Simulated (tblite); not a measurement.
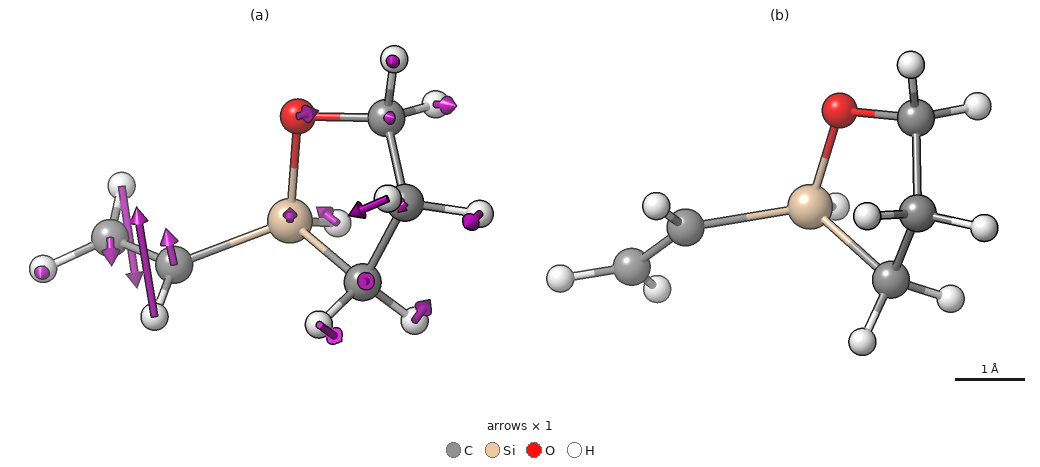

The structure of C$_{5}$H$_{10}$OSi before (left) and after (right) a relaxation, at one scale. The purple arrows give the displacements, at their true length.

The picture is a ball-and-stick view, seen at a tilt.

Level of theory: GFN2-xTB geometry optimisation, gas phase in tblite 0.8.0. 

Question: What changed between the two?

Answer: Over 147 geometry steps the energy falls by 16.6 kcal/mol. The atom that moves furthest after the best rigid fit is an H atom (1.70 Å). Largest moves by element: H 1.70 Å, C 0.58 Å, O 0.40 Å, Si 0.25 Å. Some distances before and after: O–Si 1.728 → 1.639 Å, C–Si 1.820 → 1.877 Å, C–C 1.479 → 1.529 Å, C–H 1.127 → 1.093 Å. Bond angles that change, for instance: Si–O–C 101.1° → 113.6°, Si–C–H 108.7° → 116.0°, H–C–H 114.4° → 107.3°. Groups turn about C–Si by about 70°.
